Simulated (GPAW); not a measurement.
# Settings that the conductance of an In chain with a Cl atom on top of one atom needs, part 3 of 5

How do the numerical settings move the conductance of an In chain with a Cl atom on top of one atom?

GPAW 26.7.0; GPAW LCAO, PAW setups; Landauer transmission from Green's functions with principal layers (ASE), zero bias.

So far, conductance (G₀): step 2 (the reference run) 1.60; step 5 (16 atoms, SCF mesh 1×1×2) 1.59; step 6 (20 atoms, SCF mesh 1×1×2) 1.61; step 8 (energies [-3, 3, 0.2] eV) 1.56; step 9 (energies [-3, 3, 0.1] eV) 1.60.

## 10. Energy step: de = 0.025

Contents of run.py:

```python
import json
import numpy as np
from ase import Atoms
from ase.transport.calculators import TransportCalculator
from gpaw import GPAW, FermiDirac
from gpaw.lcao.tools import get_lcao_hamiltonian
from scipy.linalg import eigh

# The junction with lead layers at both ends, along the third cell vector
device = Atoms(
    ['In', 'In', 'In', 'In', 'In', 'In', 'Cl', 'In', 'In', 'In', 'In', 'In'],
    positions=[
        [4.50000, 4.50000, 1.47500],
        [4.50000, 4.50000, 4.42500],
        [4.50000, 4.50000, 7.37500],
        [4.50000, 4.50000, 10.32500],
        [4.50000, 4.50000, 13.27500],
        [4.50000, 4.50000, 16.22500],
        [6.72080, 4.50000, 16.22500],
        [4.50000, 4.50000, 19.17500],
        [4.50000, 4.50000, 22.12500],
        [4.50000, 4.50000, 25.07500],
        [4.50000, 4.50000, 28.02500],
        [4.50000, 4.50000, 30.97500]],
    cell=[[9.0, 0.0, 0.0], [0.0, 9.0, 0.0], [0.0, 0.0, 32.45]],
    pbc=True)

# One principal layer of the lead: the first 3 atoms of the device
lead = Atoms(
    ['In', 'In', 'In'],
    positions=[
        [4.50000, 4.50000, 1.47500],
        [4.50000, 4.50000, 4.42500],
        [4.50000, 4.50000, 7.37500]],
    cell=[[9.0, 0.0, 0.0], [0.0, 9.0, 0.0], [0.0, 0.0, 8.85]],
    pbc=True)

settings = dict(mode='lcao', basis='szp(dzp)', xc='LDA', h=0.2,
                occupations=FermiDirac(0.1), maxiter=250,
                mixer=dict(beta=0.1, nmaxold=8, weight=100.0),
                convergence=dict(density=0.0001))
energies = np.arange(-3, 3 + 1e-9, 0.025)
eta = 0.0001
n1, n2 = 1, 1
# k and -k transmit alike, so half of the mesh across the current serves
mesh = [(i, j) for i in range(n1) for j in range(n2) if (i, j) <= (-i % n1, -j % n2)]
weights = np.array([1 if (i, j) == (-i % n1, -j % n2) else 2 for i, j in mesh]) / (n1 * n2)

# [... helper functions left out ...]
fermi_lead = ground_state(lead, (1, 1, 13), 'lead.txt')
fermi_device = ground_state(device, (1, 1, 3), 'device.txt')
# [... loop over the mesh left out, but for ...]
        # Shift the lead onto the potential of the device's first layer
        shift = ((H[:, 0, 0] - H0[:, 0, 0]) / S0[0, 0]).real.mean()
# [...]
kT = 8.617333e-5 * 300
bias = [0.1, 0.2, 0.5, 1.0, 1.5, 2.0]
# [... integrals and printing left out ...]
```

The run is started by

```console
OMP_NUM_THREADS=1 OPENBLAS_NUM_THREADS=2 python run.py
```

Output:

```text
basis functions: device 163, principal layer 42
Fermi level: lead -2.6432 eV, device -2.5656 eV; lead shifted by -0.0003 eV
largest coupling past the next layer 1.87e-06 eV, largest misfit of the first layer 0.030 eV
  E-E_F (eV)   T (one spin)  [channel counts left out]
    -3.000    5.3871e-01
    -2.975    5.1376e-01
    -2.950    4.9129e-01
[...]
2.975    2.0478e+00
     3.000    2.0455e+00
conductance at 300 K: 1.6104 G0 a cell; thermopower -3.595 uV/K
current from the zero-bias T(E) at 0.1 V: 12.42 uA
current from the zero-bias T(E) at 0.2 V: 24.477 uA
current from the zero-bias T(E) at 0.5 V: 56.389 uA
current from the zero-bias T(E) at 1.0 V: 106.35 uA
current from the zero-bias T(E) at 1.5 V: 157.53 uA
current from the zero-bias T(E) at 2.0 V: 210.36 uA
```

Run time: 29 s. Hardware: 2 threads of Arm Neoverse V2, shared host; peak memory 1.1 GiB.

One spin. The transmission, zone mean by energy, zero at the Fermi level:

```csv
energy (eV),"transmission, zone mean"
-3.000,0.539
-2.500,0.292
-2.000,6.7e-7
-1.500,3.4e-9
-1.000,0.932
-0.500,0.985
0.000,1.63
0.500,1.61
1.000,1.82
1.500,1.95
2.000,2.02
2.500,2.06
3.000,2.05
```

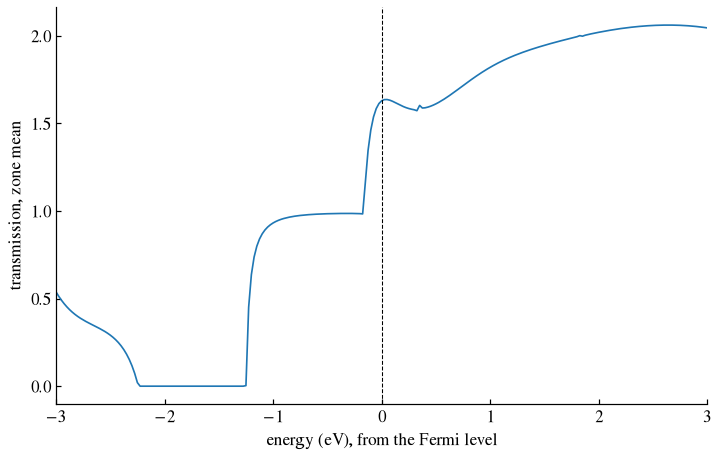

Transmission, zone mean, plotted against energy.

The conductance, 1.61 G₀, lies 0.5 % above that of the base run.

## 11. Energy step: de = 0.0125

Edit run.py of step 10 so:

```diff
@@ -41,3 +41,3 @@
                 convergence=dict(density=0.0001))
-energies = np.arange(-3, 3 + 1e-9, 0.025)
+energies = np.arange(-3, 3 + 1e-9, 0.0125)
 eta = 0.0001
```

Output:

```text
basis functions: device 163, principal layer 42
Fermi level: lead -2.6432 eV, device -2.5656 eV; lead shifted by -0.0003 eV
largest coupling past the next layer 1.87e-06 eV, largest misfit of the first layer 0.030 eV
  E-E_F (eV)   T (one spin)  [channel counts left out]
    -3.000    5.3871e-01
    -2.987    5.2592e-01
    -2.975    5.1376e-01
[...]
2.988    2.0467e+00
     3.000    2.0455e+00
conductance at 300 K: 1.6111 G0 a cell; thermopower -3.55 uV/K
current from the zero-bias T(E) at 0.1 V: 12.425 uA
current from the zero-bias T(E) at 0.2 V: 24.49 uA
current from the zero-bias T(E) at 0.5 V: 56.393 uA
current from the zero-bias T(E) at 1.0 V: 106.32 uA
current from the zero-bias T(E) at 1.5 V: 157.5 uA
current from the zero-bias T(E) at 2.0 V: 210.33 uA
```

The job ended after 30 s (2 threads; peak memory 1.1 GiB).

One spin. Transmission, zone mean against energy, zero at the Fermi level:

```csv
energy (eV),"transmission, zone mean"
-3.0000,0.539
-2.7500,0.378
-2.5000,0.292
-2.2500,0.0203
-2.0000,6.7e-7
-1.7500,3.0e-9
-1.5000,3.4e-9
-1.2500,0.00318
-1.0000,0.932
-0.7500,0.975
-0.5000,0.985
-0.2500,0.986
0.0000,1.63
0.2500,1.59
0.5000,1.61
0.7500,1.72
1.0000,1.82
1.2500,1.89
1.5000,1.95
1.7500,1.99
2.0000,2.02
2.2500,2.05
2.5000,2.06
2.7500,2.06
3.0000,2.05
```

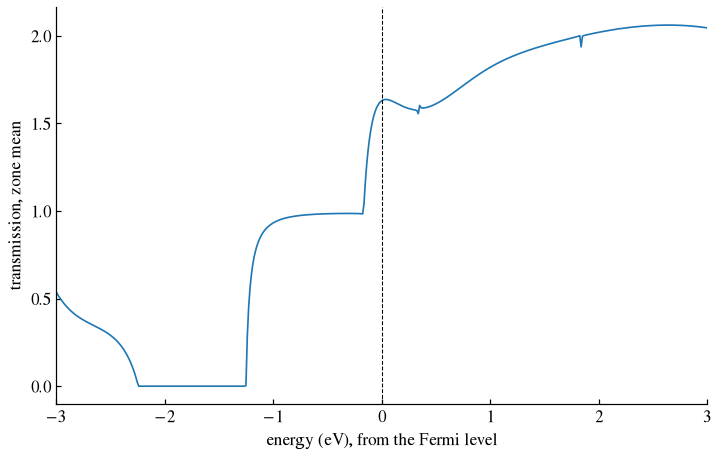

Transmission, zone mean against energy.

The conductance, 1.61 G₀, lies 0.5 % above that of the base run.

## 12. Convergence in the energy step

The runs and the base run on one axis.

This step: convergence of the conductance (GPAW 26.7.0).

Table of conductance by energy step:

```csv
energy step (eV),conductance (G₀)
0.0125,1.61
0.0250,1.61
0.0750,1.60
0.1000,1.60
0.2000,1.56
```

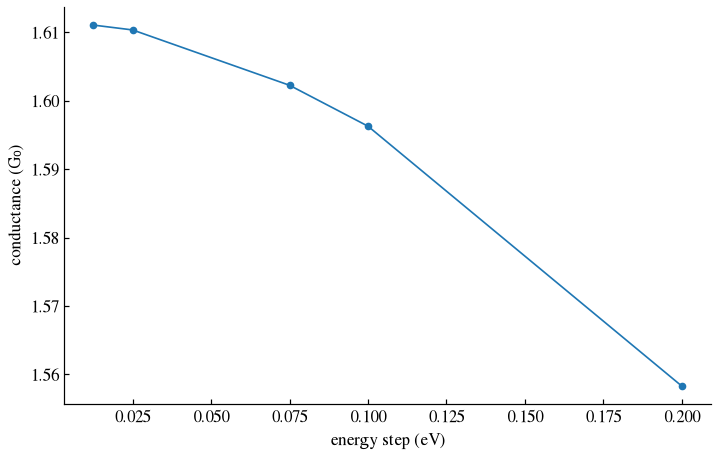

Conductance, plotted against energy step.

## 13. Varying the width of the vacuum box

The images of the wire across the vacuum must not overlap or polarise each other.

This step: GPAW LCAO, PAW setups; Landauer transmission from Green's functions with principal layers (ASE), zero bias (GPAW 26.7.0).

The cell differs from the one that the last finished run ended in (a 9.000 → 5.000 Å, b 9.000 → 5.000 Å).

Edit run.py of step 11 so:

```diff
@@ -12,15 +12,15 @@
     positions=[
-        [4.50000, 4.50000, 1.47500],
-        [4.50000, 4.50000, 4.42500],
-        [4.50000, 4.50000, 7.37500],
-        [4.50000, 4.50000, 10.32500],
-        [4.50000, 4.50000, 13.27500],
-        [4.50000, 4.50000, 16.22500],
-        [6.72080, 4.50000, 16.22500],
-        [4.50000, 4.50000, 19.17500],
-        [4.50000, 4.50000, 22.12500],
-        [4.50000, 4.50000, 25.07500],
-        [4.50000, 4.50000, 28.02500],
-        [4.50000, 4.50000, 30.97500]],
-    cell=[[9.0, 0.0, 0.0], [0.0, 9.0, 0.0], [0.0, 0.0, 32.45]],
+        [2.50000, 2.50000, 1.47500],
+        [2.50000, 2.50000, 4.42500],
+        [2.50000, 2.50000, 7.37500],
+        [2.50000, 2.50000, 10.32500],
+        [2.50000, 2.50000, 13.27500],
+        [2.50000, 2.50000, 16.22500],
+        [4.72080, 2.50000, 16.22500],
+        [2.50000, 2.50000, 19.17500],
+        [2.50000, 2.50000, 22.12500],
+        [2.50000, 2.50000, 25.07500],
+        [2.50000, 2.50000, 28.02500],
+        [2.50000, 2.50000, 30.97500]],
+    cell=[[5.0, 0.0, 0.0], [0.0, 5.0, 0.0], [0.0, 0.0, 32.45]],
     pbc=True)
@@ -31,6 +31,6 @@
     positions=[
-        [4.50000, 4.50000, 1.47500],
-        [4.50000, 4.50000, 4.42500],
-        [4.50000, 4.50000, 7.37500]],
-    cell=[[9.0, 0.0, 0.0], [0.0, 9.0, 0.0], [0.0, 0.0, 8.85]],
+        [2.50000, 2.50000, 1.47500],
+        [2.50000, 2.50000, 4.42500],
+        [2.50000, 2.50000, 7.37500]],
+    cell=[[5.0, 0.0, 0.0], [0.0, 5.0, 0.0], [0.0, 0.0, 8.85]],
     pbc=True)
@@ -41,3 +41,3 @@
                 convergence=dict(density=0.0001))
-energies = np.arange(-3, 3 + 1e-9, 0.0125)
+energies = np.arange(-3, 3 + 1e-9, 0.075)
 eta = 0.0001
```

Output:

```text
basis functions: device 163, principal layer 42
Fermi level: lead 1.0917 eV, device 1.3003 eV; lead shifted by -0.0005 eV
largest coupling past the next layer 1.84e-06 eV, largest misfit of the first layer 0.035 eV
  E-E_F (eV)   T (one spin)  [channel counts left out]
    -3.000    2.8716e-09
    -2.925    1.3022e-09
    -2.850    7.8724e-10
    -2.775    5.9191e-10
    -2.700    5.3588e-10
    -2.625    5.7826e-10
    -2.550    7.5097e-10
    -2.475    1.2189e-09
    -2.400    2.7319e-09
    -2.325    1.1759e-08
    -2.250    2.0443e-02
    -2.175    1.7700e-01
    -2.100    2.9353e-01
    -2.025    3.8335e-01
    -1.950    4.5450e-01
    -1.875    5.1208e-01
[...]
2.475    1.2898e+00
     2.550    1.3020e+00
     2.625    1.3123e+00
     2.700    1.3200e+00
     2.775    1.3241e+00
     2.850    1.3231e+00
     2.925    1.3149e+00
     3.000    1.2964e+00
conductance at 300 K: 0.91934 G0 a cell; thermopower -4.061 uV/K
current from the zero-bias T(E) at 0.1 V: 7.1141 uA
current from the zero-bias T(E) at 0.2 V: 14.191 uA
current from the zero-bias T(E) at 0.5 V: 35.248 uA
current from the zero-bias T(E) at 1.0 V: 70.086 uA
current from the zero-bias T(E) at 1.5 V: 104.84 uA
current from the zero-bias T(E) at 2.0 V: 139.74 uA
```

It took 44 s on 2 threads; peak memory 0.61 GiB.

This step gave:

- conductance: 0.9193 G₀
- largest coupling past the next principal layer: 1.84e-6 eV
- largest misfit of the first principal layer: 0.03500 eV
- shift that aligns the lead: -5.16e-4 eV
- transmission at the Fermi level (one spin): 0.9257

One spin. Table of transmission, zone mean by energy, zero at the Fermi level:

```csv
energy (eV),"transmission, zone mean"
-3.000,2.9e-9
-2.475,1.2e-9
-2.025,0.383
-1.500,0.686
-0.975,0.792
-0.525,0.833
0.000,0.926
0.525,0.960
0.975,1.02
1.500,1.11
2.025,1.20
2.475,1.29
3.000,1.30
```

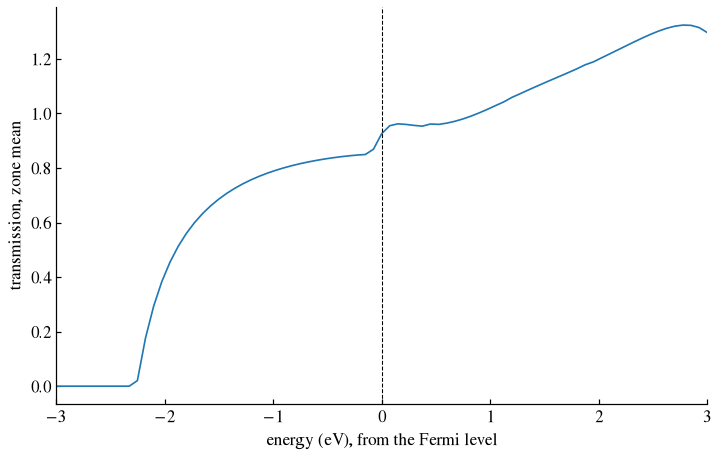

Transmission, zone mean against energy.

Not self-consistent under bias; the bias window is split evenly. The current through one cell, from the zero-bias transmission by bias:

```csv
bias (V),"current through one cell, from the zero-bias transmission (μA)"
0.100,7.11
0.200,14.2
0.500,35.2
1.000,70.1
1.500,105
2.000,140
```

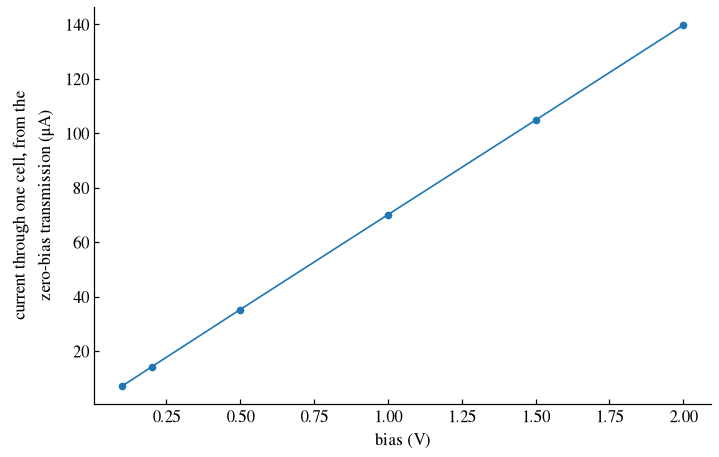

Current through one cell, from the zero-bias transmission against bias.

The conductance, 0.919 G₀, lies 43 % below that of the base run.

## 14. Width of the vacuum box, box 6 Å

The cell differs from the one that the last finished run ended in (a 5.000 → 6.000 Å, b 5.000 → 6.000 Å).

Edit run.py of step 13 so:

```diff
@@ -12,15 +12,15 @@
     positions=[
-        [2.50000, 2.50000, 1.47500],
-        [2.50000, 2.50000, 4.42500],
-        [2.50000, 2.50000, 7.37500],
-        [2.50000, 2.50000, 10.32500],
-        [2.50000, 2.50000, 13.27500],
-        [2.50000, 2.50000, 16.22500],
-        [4.72080, 2.50000, 16.22500],
-        [2.50000, 2.50000, 19.17500],
-        [2.50000, 2.50000, 22.12500],
-        [2.50000, 2.50000, 25.07500],
-        [2.50000, 2.50000, 28.02500],
-        [2.50000, 2.50000, 30.97500]],
-    cell=[[5.0, 0.0, 0.0], [0.0, 5.0, 0.0], [0.0, 0.0, 32.45]],
+        [3.00000, 3.00000, 1.47500],
+        [3.00000, 3.00000, 4.42500],
+        [3.00000, 3.00000, 7.37500],
+        [3.00000, 3.00000, 10.32500],
+        [3.00000, 3.00000, 13.27500],
+        [3.00000, 3.00000, 16.22500],
+        [5.22080, 3.00000, 16.22500],
+        [3.00000, 3.00000, 19.17500],
+        [3.00000, 3.00000, 22.12500],
+        [3.00000, 3.00000, 25.07500],
+        [3.00000, 3.00000, 28.02500],
+        [3.00000, 3.00000, 30.97500]],
+    cell=[[6.0, 0.0, 0.0], [0.0, 6.0, 0.0], [0.0, 0.0, 32.45]],
     pbc=True)
@@ -31,6 +31,6 @@
     positions=[
-        [2.50000, 2.50000, 1.47500],
-        [2.50000, 2.50000, 4.42500],
-        [2.50000, 2.50000, 7.37500]],
-    cell=[[5.0, 0.0, 0.0], [0.0, 5.0, 0.0], [0.0, 0.0, 8.85]],
+        [3.00000, 3.00000, 1.47500],
+        [3.00000, 3.00000, 4.42500],
+        [3.00000, 3.00000, 7.37500]],
+    cell=[[6.0, 0.0, 0.0], [0.0, 6.0, 0.0], [0.0, 0.0, 8.85]],
     pbc=True)
```

Output:

```text
basis functions: device 163, principal layer 42
Fermi level: lead -0.6382 eV, device -0.4893 eV; lead shifted by -0.0045 eV
largest coupling past the next layer 1.86e-06 eV, largest misfit of the first layer 0.036 eV
  E-E_F (eV)   T (one spin)  [channel counts left out]
    -3.000    8.9510e-01
    -2.925    8.6332e-01
    -2.850    8.2185e-01
    -2.775    7.6255e-01
    -2.700    6.6710e-01
    -2.625    4.8344e-01
    -2.550    1.8543e-05
    -2.475    7.2584e-06
    -2.400    1.1140e-07
    -2.325    1.3685e-08
    -2.250    4.4269e-09
    -2.175    2.2487e-09
    -2.100    1.5336e-09
    -2.025    1.3168e-09
    -1.950    1.3904e-09
    -1.875    1.8141e-09
[...]
2.475    1.8761e+00
     2.550    1.8891e+00
     2.625    1.9008e+00
     2.700    1.9110e+00
     2.775    1.9194e+00
     2.850    1.9258e+00
     2.925    1.9297e+00
     3.000    1.9301e+00
conductance at 300 K: 1.2747 G0 a cell; thermopower -5.54 uV/K
current from the zero-bias T(E) at 0.1 V: 9.8188 uA
current from the zero-bias T(E) at 0.2 V: 19.334 uA
current from the zero-bias T(E) at 0.5 V: 45.801 uA
current from the zero-bias T(E) at 1.0 V: 88.824 uA
current from the zero-bias T(E) at 1.5 V: 132.56 uA
current from the zero-bias T(E) at 2.0 V: 177.82 uA
```

It took 31 s on 2 threads; peak memory 0.67 GiB.

This step gave:

```yaml
conductance: 1.275 G₀
largest_coupling_past_the_next_principal_layer: 1.86e-6 eV
largest_misfit_of_the_first_principal_layer: 0.03622 eV
shift_that_aligns_the_lead: -0.004454 eV
transmission_at_the_fermi_level_one_spin: 1.307
```

One spin. Transmission, zone mean against energy, zero at the Fermi level:

```csv
energy (eV),"transmission, zone mean"
-3.000,0.895
-2.475,7.3e-6
-2.025,1.3e-9
-1.500,0.555
-0.975,0.917
-0.525,0.949
0.000,1.31
0.525,1.28
0.975,1.45
1.500,1.63
2.025,1.77
2.475,1.88
3.000,1.93
```

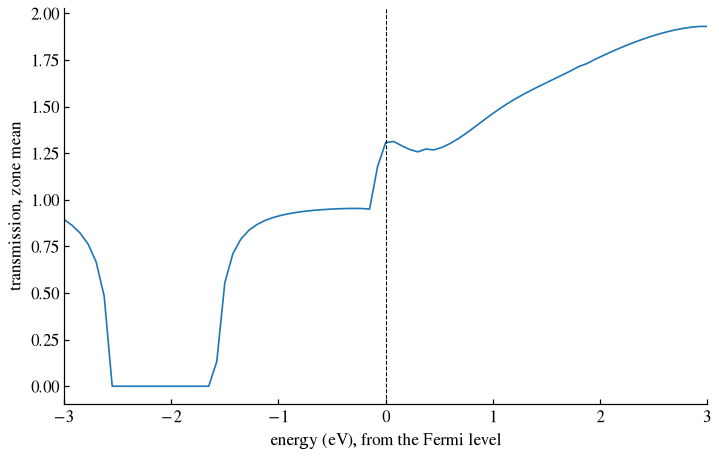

Transmission, zone mean against energy.

Not self-consistent under bias; the bias window is split evenly. Current through one cell, from the zero-bias transmission against bias:

```csv
bias (V),"current through one cell, from the zero-bias transmission (μA)"
0.100,9.82
0.200,19.3
0.500,45.8
1.000,88.8
1.500,133
2.000,178
```

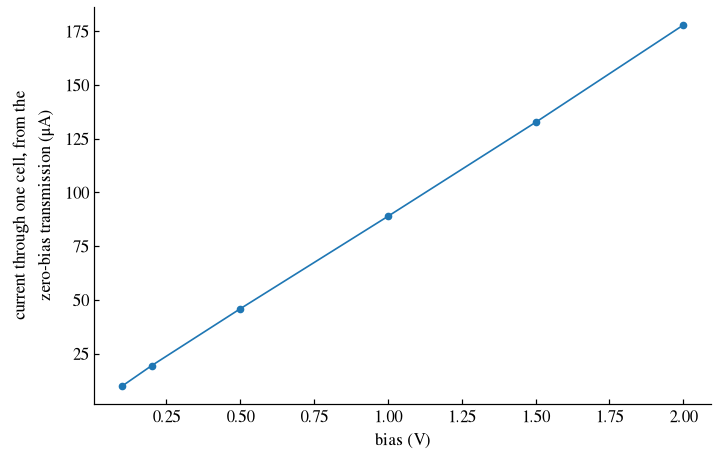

Current through one cell, from the zero-bias transmission, plotted against bias.

The conductance, 1.27 G₀, lies 20 % below that of the base run.

[end of part 3 of 5]

[Logs are printed without paths, hosts, clocks, repeated set-up lines and the standing remarks that a program may print on its own settings, such as how far it seeks lower states.]

[Hosts, paths, dates, database ids (printed as entryN), source tags and the programs' standing remarks are cut or masked in the printed files.]
